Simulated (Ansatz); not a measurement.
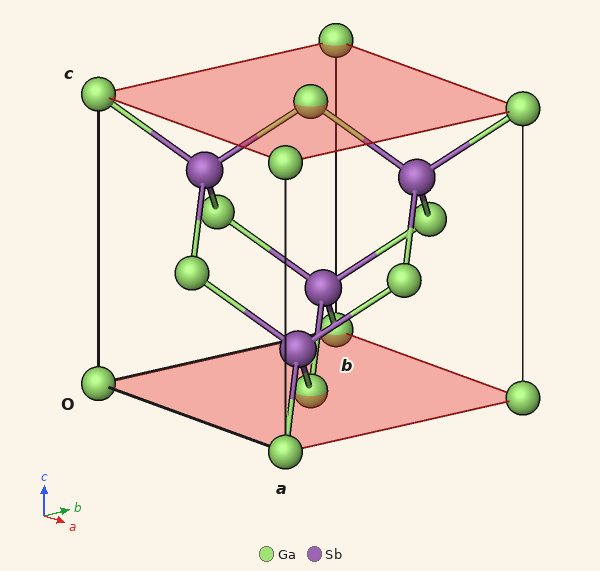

Crystal: GaSb, a calculation's input that goes back to an entry of the Crystallography Open Database (an earlier step may have relaxed or displaced it). Every member of one family of equally spaced planes, hx + ky + lz = a whole number, that cuts the unit cell is shaded (one member passes through the origin O). Symmetry computed with spglib at a tolerance of 0.002 Å; standard conventional cell.

a = 6.118 Å, b = 6.118 Å, c = 6.118 Å, α = 90.00°, β = 90.00°, γ = 90.00°.

What are the Miller indices?

(0 0 1); the opposite sign names the same planes. The member next to the origin meets the axes a never, b never, c at 1.

What is the spacing?

d = 6.118 Å.

Which atoms of the cell lie in these planes (within 0.03 Å)?

2 of the 4 Ga.

The space group is No. 216, F-43m. How many reflections hkl are equivalent to this one (itself included), and does it occur?

6 reflections are equivalent in the Laue class m-3m. The reflection is systematically absent, by the centring.
